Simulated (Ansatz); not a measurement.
# Changed inputs in constrained RPA: KCrF3 (cubic perovskite) (Pm-3m)

Wanted: the sensitivity and cost of U and J for KCrF3 (cubic perovskite) (Pm-3m).

Method: constrained RPA on LDA, plane waves, PAW, in Ansatz 0.2.0.

The structure was built from a prototype and need not be the compound's stable phase.

## Step 1: Starting point

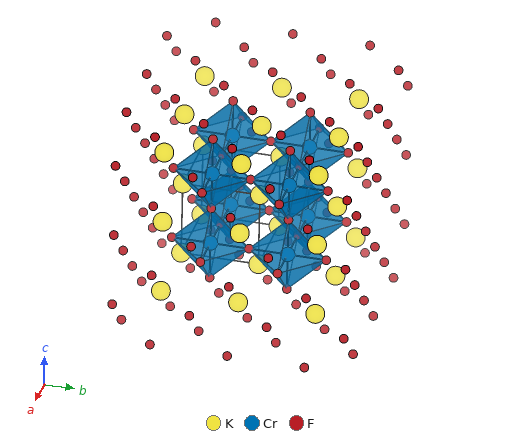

The cell as given, slightly off an axis (potassium yellow, chromium blue, fluorine red). 2×2×2 cells are drawn. Some periodic images of atoms are drawn too.

Structure file:

```cif
data_structure
_symmetry_space_group_name_H-M 'P 1'
_symmetry_Int_Tables_number 1
_cell_length_a 3.9009
_cell_length_b 3.9009
_cell_length_c 3.9009
_cell_angle_alpha 90.000
_cell_angle_beta 90.000
_cell_angle_gamma 90.000
_cell_volume 59.36
loop_
_atom_site_label
_atom_site_type_symbol
_atom_site_fract_x
_atom_site_fract_y
_atom_site_fract_z
_atom_site_occupancy
K1 K 0.00000 0.00000 0.00000 1
Cr2 Cr 0.50000 0.50000 0.50000 1
F3 F 0.50000 0.50000 0.00000 1
F4 F 0.50000 0.00000 0.50000 1
F5 F 0.00000 0.50000 0.50000 1
```

The structure was relaxed with LDA. The structure type comes from a generator and need not be one that this composition takes. The structure was generated from a model, not taken from a measurement. The runs that relaxed it are not among those shown. The program's search for lower electronic states was switched off, so nothing shows that the state found is the lowest. The default PAW set here is soft_2. Its files were made with PBE.

## Step 2: Base: Cr t2g, bands v2 to c1, 4×4×4 mesh, medium accuracy

Constrained RPA screens the interaction with every transition except those inside the target bands, which a later many-body model would treat itself.

Input file input.yaml:

```yaml
crystal:
  lattice:
    - [0.0, -3.90088595, 0.0]
    - [0.0, 0.0, 3.90088595]
    - [-3.90088595, 0.0, 0.0]
  atoms:
    - { symbol: K, position: [0.0, 0.0, 0.0] }
    - { symbol: Cr, position: [0.5, 0.5, 0.5] }
    - { symbol: F, position: [0.5, 0.5, 0.0] }
    - { symbol: F, position: [0.5, 0.0, 0.5] }
    - { symbol: F, position: [0.0, 0.5, 0.5] }
kpoints:
  mp_grid: { grid: [8, 8, 8] }
hamiltonian:
  xc: lda
scf:
  occupations: { method: gaussian, width: 0.08 }
  n_extra_bands: 19
  max_iter: 150
  lower_state_search: "off"
output:
  crpa:
    kmesh: [4, 4, 4]
    target_bands: [v2, c1]
    projections: [{ species: Cr, l: d, shell: 3, orbitals: [dxz, dyz, dxy] }]
  local_orbitals:
    kmesh: [8, 8, 8]
    orbitals: [{ species: Cr, l: d, shell: 3, orbitals: [dxz, dyz, dxy] }]
    window: { bands: [v2, c1] }
    seedname: lo
```

Started as:

```
$ ansatz run input.yaml --threads 4 --pin off --max-ram 9216MiB --backend cpu --events-out ev --progress --plain --runs-dir out
```

Numbers of over 12 decimals in the logs are rounded to 6 here.

Output:

```text
scf.n_extra_bands = 19 over 22 filled bands (N_el = 44.0): the run solves 41 bands
Engine: ansatz 0.2.0, aarch64-unknown-linux-gnu
Pseudopotentials: kind: paw
Pseudopotential: K, paw, valence charge 9, recommended cutoff 420 eV (normal), K.paw.azcp
Pseudopotential: Cr, paw, valence charge 14, recommended cutoff 420 eV (normal), Cr.paw.azcp
Pseudopotential: F, paw, valence charge 7, recommended cutoff 420 eV (normal), F.paw.azcp
Functional definition: SPW92
  exchange = slater_x
  correlation = pw_c
Crystal: 5 atoms, lattice volume = 59.359 Å³
Basis set: ecut = 420 eV, 1189 PW (Γ)
Bands: 41, of which v1, the nominal top of the filled ones, is band 22 counted from 1 (21 counted from 0)
Symmetry: 48 space group operations
Space group: Pm-3m (ITA 221), of the structure as read, at distance tolerance 3.9e-5 Å
k-points: 35 of 512
Non-local potential: K, projectors of the file, l = 0: 3, l = 1: 2, l = 2: 2
Non-local potential: Cr, projectors of the file, l = 0: 3, l = 1: 2, l = 2: 3, l = 3: 1
Non-local potential: F, projectors of the file, l = 0: 2, l = 1: 2, l = 2: 1
PAW form: soft (Blöchl's): semilocal exchange-correlation on the pseudo side does not see the compensation charge
PAW frozen core: K, regenerated for the run's functional, and the local potential with it (the file was generated under x = pbe(κ = 0.804, μ = 0.219515), c = pbe(β = 0.066725))
PAW frozen core: Cr, regenerated for the run's functional, and the local potential with it (the file was generated under x = pbe(κ = 0.804, μ = 0.219515), c = pbe(β = 0.066725))
PAW frozen core: F, regenerated for the run's functional, and the local potential with it (the file was generated under x = pbe(κ = 0.804, μ = 0.219515), c = pbe(β = 0.066725))
PAW one-centre angular grid: K, 110 points (default); XC on 64 Gauss nodes
PAW one-centre angular grid: Cr, 590 points (default); XC on 64 Gauss nodes
PAW one-centre angular grid: F, 110 points (default); XC on 64 Gauss nodes
Initial density: superposition of atomic densities (neutral atoms: chi_scale 0, normalization atom), corrected by the library's trained network
Initial wavefunctions: pseudopotential atomic-orbital guess
Functional: x = slater, c = lda
SCF iter   1: F=—  HF=-7203.025612 eV  |F-HF|=—  |Δ(HF+E_count)|=         —  Δρ=2.18e-2  dr2=1.84e-1  ethr=1.77e-3  ⟨swp⟩=5.1  Hψ=6068  notcnv=0  defer=260
preconditioner: auto → LDOS  [metal: Δε(μ)=0.055 eV  Ē_g=20.601 eV  σ=0.080 eV  W_gap=0.36  n_scr=18 (ndim 8)  ℏωp=28.1 eV  f_vac=0.044  D(μ)=6.15/eV (n_scr^D=80)  β→1.0]
SCF iter   2: F=—  HF=-7202.988614 eV  |F-HF|=—  |Δ(HF+E_count)|=   3.70e-2  Δρ=1.52e-2  dr2=6.17e-2  ethr=4.17e-4  ⟨swp⟩=2.1  Hψ=2702  notcnv=0  defer=360
[...]
SCF iter   8: F=-7202.966310 eV  HF=-7202.966310 eV  |F-HF|=7.14e-9  |Δ(HF+E_count)|=   6.14e-8  Δρ=6.72e-6  dr2=1.79e-8  ethr=2.27e-10  ⟨swp⟩=8.1  Hψ=6861  notcnv=0
SCF 1 converged in 8 iterations: F = -7202.966310 eV  dr2 = 1.79e-8
[...]
NSCF: frozen V_eff on 38 k-points
NSCF: frozen V_eff on 10 k-points
[...]
cRPA screening: q 1/64
cRPA screening: q 2/64
cRPA screening: q 8/64 (q-point 3)
cRPA screening: q 11/64 (q-point 6)
cRPA screening: q 23/64 (q-point 7)
cRPA screening: q 35/64 (q-point 11)
cRPA screening: q 38/64 (q-point 22)
cRPA screening: q 46/64 (q-point 23)
cRPA screening: q 58/64 (q-point 27)
cRPA screening: q 64/64 (q-point 43)
SCF converged after 8 iterations
Free energy (F): -7202.966310 eV
Harris-Foulkes:  -7202.966310 eV  (|F-HF|=7.14e-9)
Internal energy: -7202.946561 eV  (E = F + TS)
E sigma→0 (E₀):  -7202.956435 eV
Entropy (-TS):   -0.019749 eV (-3.950 meV/atom)
Fermi energy:    10.835095 eV
--- Per-component energies (eV) ---
  E_band       = -385.888893
  E_kinetic    = 1217.146100
  E_local      = -3941.362815  (includes V_loc(G=0)·N_el)
  E_nonlocal   = 331.671904
  E_hartree    = 1562.581186
  E_xc         = -505.103232
  E_vxc        = -643.630286  (∫ρ·V_xc dr)
  E_paw        = -2448.852215  (= ΣΔE_a)
  E_vpaw       = -474.874630  (= ΣTr[D̂ρ^β])
  E_aug_tail   = 0.006836  (compensation charges beyond the density's cutoff)
  E_ewald      = -3419.996705
  E_core_change = 0.962380  (= ΣΔE_core)
  E_smearing   = -0.019749  (= −TS)
  E_closure    = -0.000000  (closes the sum)
  Σ components = -7202.966310   (vs F -7202.966310, Δ=0.00e0)
--- Band table (eV; the first three rows and the last of 35) ---
  k-point 0: bands = [... 18 lower, 3.7670, 3.7670, 9.8301, 9.8301, 9.8301, 11.1242, 11.1242, 12.1701, ... 15 higher]
  k-point 1: bands = [... 18 lower, 3.7221, 3.7221, 9.8433, 9.9652, 9.9652, 11.1282, 11.3478, 12.4651, ... 15 higher]
  k-point 2: bands = [... 18 lower, 3.6337, 3.6337, 9.8758, 10.2878, 10.2878, 11.1368, 11.7868, 13.2699, ... 15 higher]
  k-point 34: bands = [... 18 lower, 4.1402, 4.1402, 11.3208, 11.3208, 11.3208, 13.6069, 13.6069, 15.1368, ... 15 higher]
--- cRPA (band scheme, projected local orbitals): target bands 21..23 (1-based), 3 Wannier function(s), 4×4×4 mesh, 46 bands' worth read of 51 solved, ecut_chi 136.0 eV, v(q+G=0) probe_charge, pair densities all_electron ---
  bands read: the sum over 46 bands ends inside a degenerate multiplet in 25 slots, whose members it reads at an even weight; the widest, k=0: bands 45 to 47 (counted from 1) at 2/3 each
  χ-basis size per q: N_G = 203..228
  window electrons = 4.0000, filled by tetrahedron_uncorrected; constrained ε̄⁻¹(q = 0, 0) head = 0.357886; min gauge Gram eig = 0.8196
  Kanamori averages over each shell's own Wannier functions (sites counted from 0, functions from 1):
    Site 1, 3D, 3 of 5 d orbitals (Wannier functions 1, 2, 3; wannier90's mr 2, 3, 5):
      screened: U = 6.6324 eV, U' = 5.5509 eV, J = 0.5040 eV
      screened, to within: U = 5.1e-3 eV, U' = 5.1e-3 eV, J = 6.9e-4 eV
      bare: V = 18.9328 eV, V' = 17.5419 eV, J = 0.6901 eV
  Hermiticity witness max|P − P†| over intra, direct and exchange elements: 5.33e-15 eV (screened), 1.71e-19 eV (bare)
  Reality witness max|Im| over intra, direct and exchange elements: 9.56e-20 eV (screened), 1.05e-19 eV (bare)
```

Wall time 30 s (4 threads of Arm Neoverse V2, shared host); peak memory 0.53 GiB; 1.9 min of CPU time.

Reading the cycles: dr2 is the Hartree energy of the density residual (eV), the measure of convergence; HF is the Harris–Foulkes estimate of the energy, which meets the free energy F at convergence.

Numbers from this step:

```yaml
u: 6.632 eV
u_prime_inter_orbital: 5.551 eV
j: 0.5040 eV
bare_v: 18.93 eV
bare_j: 0.6901 eV
stated_bound_on_u: 0.005037 eV
u_over_bare_v: 0.3503
electrons_in_the_window: 4.000
head_of_the_constrained_inverse_dielectric_matrix: 0.3579
least_eigenvalue_of_the_projection_s_overlap: 0.8196
target_functions: 3
bands_in_the_sums: 46
r_m_s_miss_of_the_model_bands: 6.70e-5 eV
width_of_the_target_bands: 1.491 eV
weight_of_the_projected_orbitals_in_the_window: 0.9061
```

On the Cr t2g shell, screening brings the on-site interaction from 18.9 eV down to U = 6.63 eV.

## Step 3: Changed: 6×6×6 mesh

input.yaml, the sections that differ from step 2:

```yaml
output:
  crpa:
    kmesh: [6, 6, 6]
    target_bands: [v2, c1]
    projections: [{ species: Cr, l: d, shell: 3, orbitals: [dxz, dyz, dxy] }]
# crystal, kpoints, hamiltonian, scf: as in step 2
```

Output:

```text
[...]
Crystal: 5 atoms, lattice volume = 59.359 Å³
Basis set: ecut = 420 eV, 1189 PW (Γ)
Bands: 41, of which v1, the nominal top of the filled ones, is band 22 counted from 1 (21 counted from 0)
Symmetry: 48 space group operations
[...]
k-points: 35 of 512
[...]
SCF iter   1: F=—  HF=-7203.025612 eV  |F-HF|=—  |Δ(HF+E_count)|=         —  Δρ=2.18e-2  dr2=1.84e-1  ethr=1.77e-3  ⟨swp⟩=5.1  Hψ=6068  notcnv=0  defer=260
[...]
SCF iter   8: F=-7202.966310 eV  HF=-7202.966310 eV  |F-HF|=7.14e-9  |Δ(HF+E_count)|=   6.14e-8  Δρ=6.72e-6  dr2=1.79e-8  ethr=2.27e-10  ⟨swp⟩=8.1  Hψ=6861  notcnv=0
SCF 1 converged in 8 iterations: F = -7202.966310 eV  dr2 = 1.79e-8
[...]
NSCF: frozen V_eff on 20 k-points
[...]
cRPA screening: q 1/216
cRPA screening: q 2/216
cRPA screening: q 8/216 (q-point 3)
cRPA screening: q 14/216 (q-point 4)
cRPA screening: q 17/216 (q-point 8)
[...]
SCF converged after 8 iterations
Free energy (F): -7202.966310 eV
[...]
Internal energy: -7202.946561 eV  (E = F + TS)
E sigma→0 (E₀):  -7202.956435 eV
Entropy (-TS):   -0.019749 eV (-3.950 meV/atom)
Fermi energy:    10.835095 eV
[...]
--- Band table (eV; the first three rows and the last of 35) ---
  k-point 0: bands = [... 18 lower, 3.7670, 3.7670, 9.8301, 9.8301, 9.8301, 11.1242, 11.1242, 12.1701, ... 15 higher]
  k-point 1: bands = [... 18 lower, 3.7221, 3.7221, 9.8433, 9.9652, 9.9652, 11.1282, 11.3478, 12.4651, ... 15 higher]
  k-point 2: bands = [... 18 lower, 3.6337, 3.6337, 9.8758, 10.2878, 10.2878, 11.1368, 11.7868, 13.2699, ... 15 higher]
  k-point 34: bands = [... 18 lower, 4.1402, 4.1402, 11.3208, 11.3208, 11.3208, 13.6069, 13.6069, 15.1368, ... 15 higher]
[...]
χ-basis size per q: N_G = 203..228
[...]
Site 1, 3D, 3 of 5 d orbitals (Wannier functions 1, 2, 3; wannier90's mr 2, 3, 5):
      screened: U = 6.6292 eV, U' = 5.5482 eV, J = 0.5043 eV
      screened, to within: U = 5.1e-3 eV, U' = 5.1e-3 eV, J = 6.8e-4 eV
      bare: V = 18.9172 eV, V' = 17.5268 eV, J = 0.6900 eV
[...]
```

Elapsed: 3 min, on 4 threads; peak memory 0.72 GiB.

This step gave:

```yaml
u: 6.629 eV
u_prime_inter_orbital: 5.548 eV
j: 0.5043 eV
bare_v: 18.92 eV
bare_j: 0.6900 eV
stated_bound_on_u: 0.005026 eV
u_over_bare_v: 0.3504
electrons_in_the_window: 4.000
head_of_the_constrained_inverse_dielectric_matrix: 0.3659
least_eigenvalue_of_the_projection_s_overlap: 0.8196
target_functions: 3
bands_in_the_sums: 46
width_of_the_target_bands: 1.491 eV
weight_of_the_projected_orbitals_in_the_window: 0.9061
```

On the Cr t2g shell, screening brings the on-site interaction from 18.9 eV down to U = 6.63 eV.

## Step 4: Changed: 2×2×2 mesh

input.yaml: that of step 3 with these lines changed.

```diff
@@ -22,3 +22,3 @@
   crpa:
-    kmesh: [6, 6, 6]
+    kmesh: [2, 2, 2]
     target_bands: [v2, c1]
```

Output:

```text
[...]
Crystal: 5 atoms, lattice volume = 59.359 Å³
Basis set: ecut = 420 eV, 1189 PW (Γ)
Bands: 41, of which v1, the nominal top of the filled ones, is band 22 counted from 1 (21 counted from 0)
Symmetry: 48 space group operations
[...]
k-points: 35 of 512
[...]
k-point 34: bands = [... 18 lower, 4.1402, 4.1402, 11.3208, 11.3208, 11.3208, 13.6069, 13.6069, 15.1368, ... 15 higher]
[...]
χ-basis size per q: N_G = 203..228
[...]
Site 1, 3D, 3 of 5 d orbitals (Wannier functions 1, 2, 3; wannier90's mr 2, 3, 5):
      screened: U = 7.0677 eV, U' = 5.9706 eV, J = 0.5039 eV
      screened, to within: U = 5.9e-3 eV, U' = 5.9e-3 eV, J = 8.1e-4 eV
      bare: V = 19.1721 eV, V' = 17.7676 eV, J = 0.6959 eV
[...]
[key lines of the parts left out:]
SCF converged after 8 iterations
Free energy (F): -7202.966310 eV
Fermi energy:    10.835095 eV
```

Elapsed: 5.9 s, on 4 threads; peak memory 0.45 GiB; 21 s of CPU time.

This step gave:

```
U                                                 : 7.068 eV
U prime (inter-orbital)                           : 5.971 eV
J                                                 : 0.5039 eV
bare V                                            : 19.17 eV
bare J                                            : 0.6959 eV
stated bound on U                                 : 0.005900 eV
U over bare V                                     : 0.3686
electrons in the window                           : 4.000
head of the constrained inverse dielectric matrix : 0.3609
least eigenvalue of the projection's overlap      : 0.8196
target functions                                  : 3
bands in the sums                                 : 46
width of the target bands                         : 1.491 eV
weight of the projected orbitals in the window    : 0.9061
```

On the Cr t2g shell, screening brings the on-site interaction from 19.2 eV down to U = 7.07 eV.

## Step 5: Changed: accuracy low

input.yaml: that of step 4 with these lines changed.

```diff
@@ -22,4 +22,5 @@
   crpa:
-    kmesh: [2, 2, 2]
+    kmesh: [4, 4, 4]
     target_bands: [v2, c1]
     projections: [{ species: Cr, l: d, shell: 3, orbitals: [dxz, dyz, dxy] }]
+    accuracy: low
```

Output:

```text
[...]
Crystal: 5 atoms, lattice volume = 59.359 Å³
Basis set: ecut = 420 eV, 1189 PW (Γ)
Bands: 41, of which v1, the nominal top of the filled ones, is band 22 counted from 1 (21 counted from 0)
Symmetry: 48 space group operations
[...]
k-points: 35 of 512
[...]
k-point 34: bands = [... 18 lower, 4.1402, 4.1402, 11.3208, 11.3208, 11.3208, 13.6069, 13.6069, 15.1368, ... 15 higher]
[...]
χ-basis size per q: N_G = 203..228
[...]
Site 1, 3D, 3 of 5 d orbitals (Wannier functions 1, 2, 3; wannier90's mr 2, 3, 5):
      screened: U = 6.6285 eV, U' = 5.5477 eV, J = 0.5053 eV
      screened, to within: U = 5.5e-2 eV, U' = 5.5e-2 eV, J = 2.0e-2 eV
      bare: V = 18.9328 eV, V' = 17.5419 eV, J = 0.6901 eV
[...]
[key lines of the parts left out:]
SCF converged after 8 iterations
Free energy (F): -7202.966310 eV
Fermi energy:    10.835095 eV
```

Wall time 19 s (4 threads); peak memory 0.49 GiB; 69 s of CPU time.

This step gave:

```yaml
u: 6.629 eV
u_prime_inter_orbital: 5.548 eV
j: 0.5053 eV
bare_v: 18.93 eV
bare_j: 0.6901 eV
stated_bound_on_u: 0.05483 eV
u_over_bare_v: 0.3501
electrons_in_the_window: 4.000
head_of_the_constrained_inverse_dielectric_matrix: 0.3579
least_eigenvalue_of_the_projection_s_overlap: 0.8196
target_functions: 3
bands_in_the_sums: 46
width_of_the_target_bands: 1.491 eV
weight_of_the_projected_orbitals_in_the_window: 0.9061
```

On the Cr t2g shell, screening brings the on-site interaction from 18.9 eV down to U = 6.63 eV.

## Step 6: Changed: smooth pair densities

input.yaml: that of step 5 with these lines changed.

```diff
@@ -25,2 +25,2 @@
     projections: [{ species: Cr, l: d, shell: 3, orbitals: [dxz, dyz, dxy] }]
-    accuracy: low
+    pair_densities: pseudo
```

Output:

```text
[...]
Crystal: 5 atoms, lattice volume = 59.359 Å³
Basis set: ecut = 420 eV, 1189 PW (Γ)
Bands: 41, of which v1, the nominal top of the filled ones, is band 22 counted from 1 (21 counted from 0)
Symmetry: 48 space group operations
[...]
k-points: 35 of 512
[...]
χ-basis size per q: N_G = 203..228
[...]
Site 1, 3D, 3 of 5 d orbitals (Wannier functions 1, 2, 3; wannier90's mr 2, 3, 5):
      screened: U = 6.6705 eV, U' = 5.5395 eV, J = 0.5229 eV
      screened, to within: U = 1.7e-3 eV, U' = 1.7e-3 eV, J = 1.9e-4 eV
      screened, sum over states alone: U = 7.1936 eV, U' = 5.8783 eV, J = 0.5757 eV
      bare: V = 18.9328 eV, V' = 17.5419 eV, J = 0.6901 eV
[...]
[key lines of the parts left out:]
SCF converged after 8 iterations
Free energy (F): -7202.966310 eV
Fermi energy:    10.835095 eV
```

Run time: 28 s. Hardware: 4 threads; peak memory 0.46 GiB; 1.8 min of CPU time.

This step gave:

```yaml
u: 6.671 eV
u_prime_inter_orbital: 5.540 eV
j: 0.5229 eV
bare_v: 18.93 eV
bare_j: 0.6901 eV
stated_bound_on_u: 0.001672 eV
u_over_bare_v: 0.3523
electrons_in_the_window: 4.000
head_of_the_constrained_inverse_dielectric_matrix: 0.3582
least_eigenvalue_of_the_projection_s_overlap: 0.8196
target_functions: 3
bands_in_the_sums: 46
width_of_the_target_bands: 1.491 eV
weight_of_the_projected_orbitals_in_the_window: 0.9061
```

On the Cr t2g shell, screening brings the on-site interaction from 18.9 eV down to U = 6.67 eV.

(Part 1 of 2 ends here.)

[Paths, hosts, dates, memory and timing lines, banners, echoed tables and standing remarks are left out of the program output.]

[Logs are printed without paths, hosts, clocks, repeated set-up lines and the standing remarks that a program may print on its own settings, such as how far it seeks lower states.]

[Runs of the session that timed out or met a known fault of the program may be left out.]

[Hosts, paths, dates, database ids (printed as entryN), source tags and the programs' standing remarks are cut or masked in the printed files.]
